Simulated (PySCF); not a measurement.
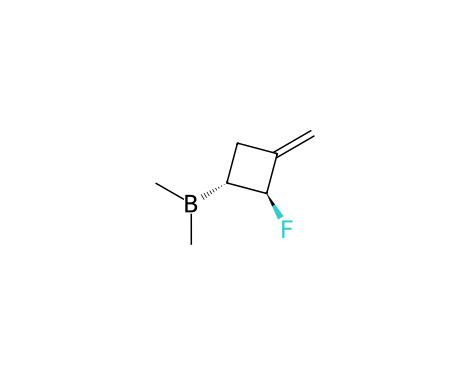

Write the SMILES.

Answer. C=C1C[C@@H](B(C)C)[C@@H]1F

What is the molecular formula?

Answer. C7H12BF.

An optimisation with PBE0-D3(BJ)/def2-SVP gave a structure of which point group?

Answer. C1.

The parts below concern this one geometry. Atoms keep their numbers from picture to picture. The geometry was computed by an optimisation with PBE0-D3(BJ)/def2-SVP. No frequency run is at hand to confirm it as a minimum.

## Geometry

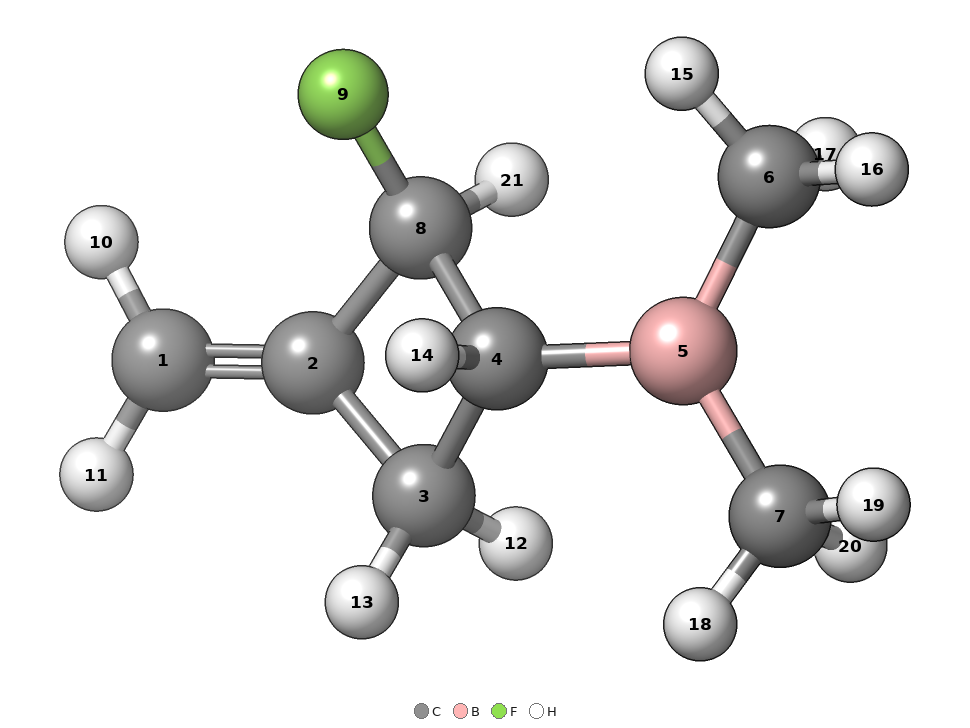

Atoms carry their numbers in the input. No frequency run is at hand to confirm it as a minimum.

Estimate the angles C1–C2–C3, C2–C1–H11, C2–C3–H12, C2–C8–C4, C3–C4–C8, C4–C3–H12, C4–B5–C6, B5–C4–C8, B5–C4–H14, B5–C7–H18, B5–C7–H19, F9–C8–H21.

```csv
angle,degrees
C1–C2–C3,135.3
C2–C1–H11,121.6
C2–C3–H12,113.0
C2–C8–C4,88.3
C3–C4–C8,88.1
C4–C3–H12,112.6
C4–B5–C6,118.4
B5–C4–C8,122.5
B5–C4–H14,105.3
B5–C7–H18,114.3
B5–C7–H19,113.8
F9–C8–H21,107.5
```

## Polarisability

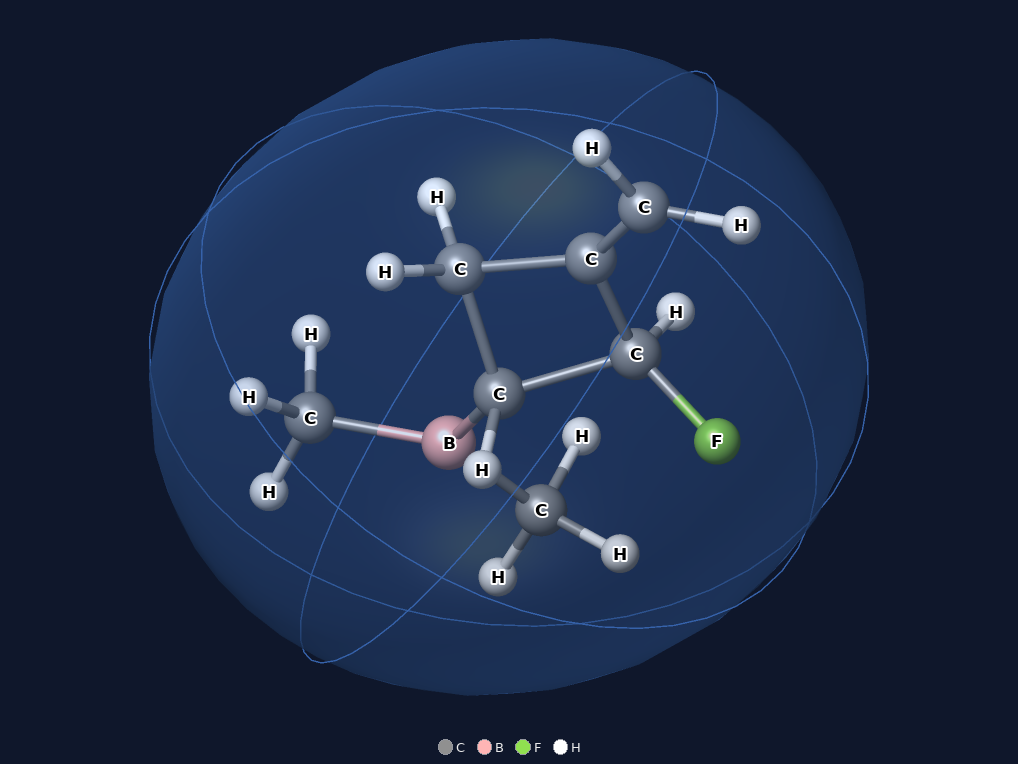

The ellipsoid shows the static dipole polarisability: its half-axes are proportional to the principal values. No frequency run is at hand to confirm it as a minimum. Computed with PBE0/def2-SVPD (PySCF 2.14.0).

Give the principal values, the mean and the anisotropy.

Answer. Principal values 74.8, 94.8, 124.6 bohr³; mean 98.1 bohr³ (14.54 Å³); anisotropy 43.4 bohr³, so the longest axis is 1.67 times the shortest.

## Core levels

No frequency run is at hand to confirm it as a minimum. Level of theory: delta-SCF UKS SCAN, pcX-2 on the ionised atom, pcseg-1 elsewhere, spin-free X2C (PySCF 2.14.0).

Give the core-electron binding energies (to vacuum) of C1 1s, C2 1s, C3 1s, C4 1s, B5 1s, C6 1s, C8 1s, F9 1s.

| atom | level | binding energy (eV) |
| --- | --- | --- |
| C1 | 1s | 289.9 |
| C2 | 1s | 290.4 |
| C3 | 1s | 290.6 |
| C4 | 1s | 290.0 |
| B5 | 1s | 195.4 |
| C6 | 1s | 290.0 |
| C8 | 1s | 292.5 |
| F9 | 1s | 692.0 |

## NMR shielding

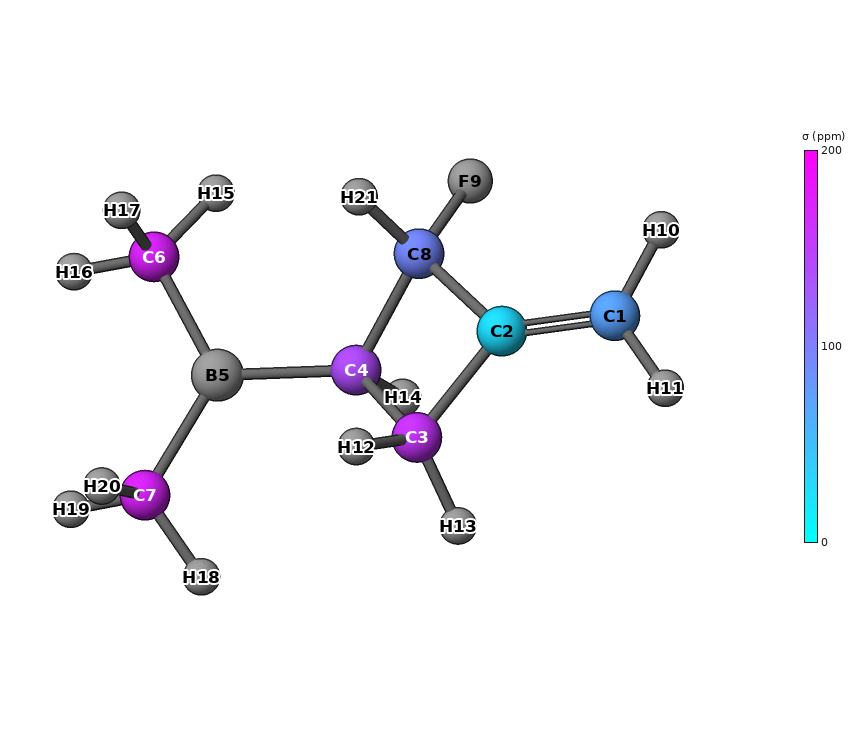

Atoms are coloured by their isotropic NMR shieldings (C only, the others grey). No frequency run is at hand to confirm it as a minimum. Properties computed with GIAO PBE0/pcSseg-1 NMR shielding, non-relativistic, gas phase (PySCF 2.14.0).

List the isotropic NMR shieldings of the C atoms.

| atom | σ (ppm) |
| --- | --- |
| C1 | 71.6 |
| C2 | 27.2 |
| C3 | 157.4 |
| C4 | 138.4 |
| C6 | 171.1 |
| C7 | 171.2 |
| C8 | 92.8 |

## Ring current

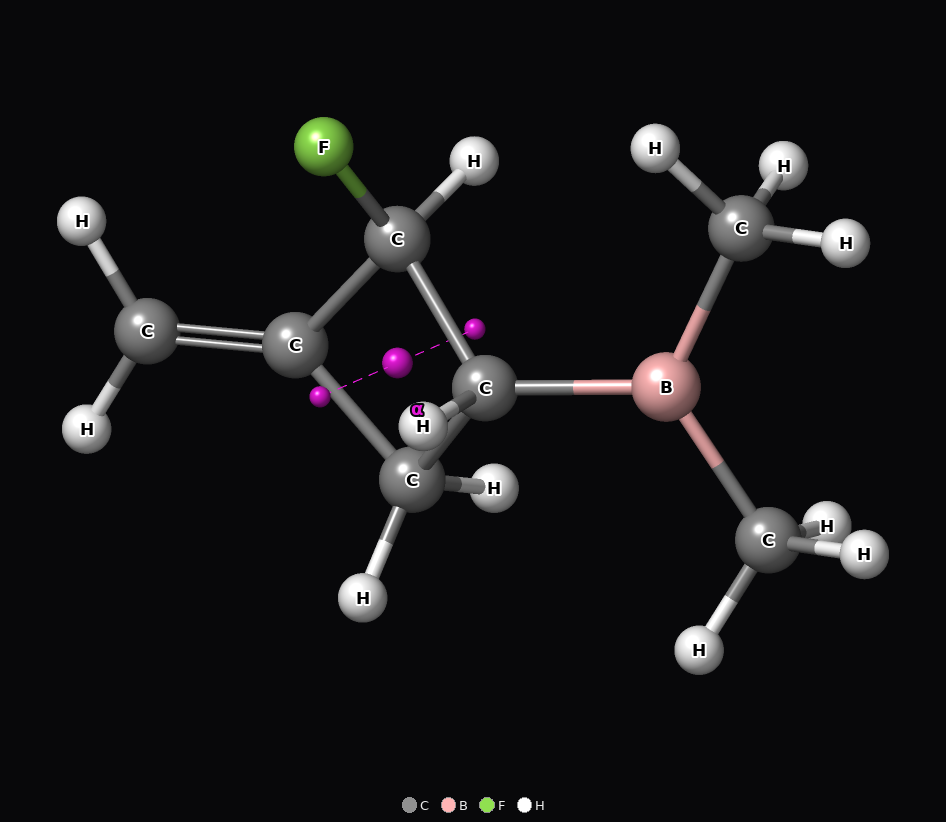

The small points mark where nucleus-independent chemical shifts (NICS) were computed: at the centre of each lettered ring and 1 Å above and below it. No frequency run is at hand to confirm it as a minimum. Method: GIAO PBE0/pcSseg-1 NMR shielding, non-relativistic, gas phase (PySCF 2.14.0).

Give NICS(0), NICS(1) and the out-of-plane component NICS(1)zz for each ring (means of the two sides).

| ring | members | NICS(0) | NICS(1) | NICS(1)zz |
| --- | --- | --- | --- | --- |
| α | C4 | −3.3 | −3.0 | 0.8 |

Values in ppm.
